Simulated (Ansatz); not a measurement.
LaBi (rock salt)

Space group Fm-3m (No. 225); a = b = c = 6.662 Å, α = β = γ = 90.00°

```json
[
 {"atom": "La", "site": "4b", "symmetry": "m-3m", "x": "0.5000", "y": "0.5000", "z": "0.5000"},
 {"atom": "Bi", "site": "4a", "symmetry": "m-3m", "x": "0.0000", "y": "0.0000", "z": "0.0000"}
]
```
(The calculation used a cell of 2 atoms; values per cell refer to that cell.)

Equation-of-state scan: isotropic scaling of the cell above, V₀ being its volume. Symmetry pins the atoms to their sites.

The numbers are results of r2SCAN (plane waves to 500 eV, PAW, scalar-relativistic; Ansatz, a program for electronic structure), not measurements. k mesh 12×12×12 (Γ-centred), Fermi-Dirac smearing 0.05 eV. Energies are smeared free energies. Compression counts positive. LaBi is run without spin polarisation. LaBi was relaxed with its symmetry unable to fall. Spin-orbit coupling is left out, though Bi is heavy. ΔE is measured from the relaxed starting cell.

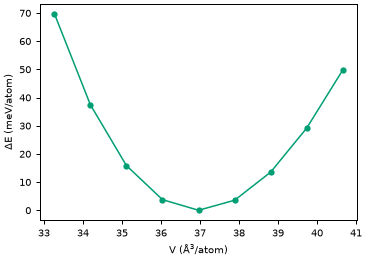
*ΔE (meV/atom) against V (Å³/atom); one marker a computed point.*

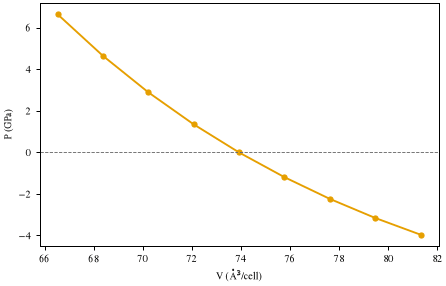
P (GPa) against V (Å³/cell); one marker a computed point.

The equilibrium volume of the fit is 36.96 Å³/atom and the energy cost of the largest compression comes out as 70 meV/atom. The energy cost of the largest expansion is 50 meV/atom. The bulk modulus B₀ (third-order Birch-Murnaghan fit) comes out as 50.7 GPa and the pressure derivative B₀′ (fit) is 4.2.

Check by three points about V = 36.964 Å³/atom, step 1.848: d²E/dV² ≈ (16 − 2·0 + 14) meV / 1.848² = 0.00878 eV/Å⁶, and V·d²E/dV² × 160.2 = 52.0 GPa.

(Under strain, the slope of the energy per volume gives the stress and its curvature an elastic modulus.)
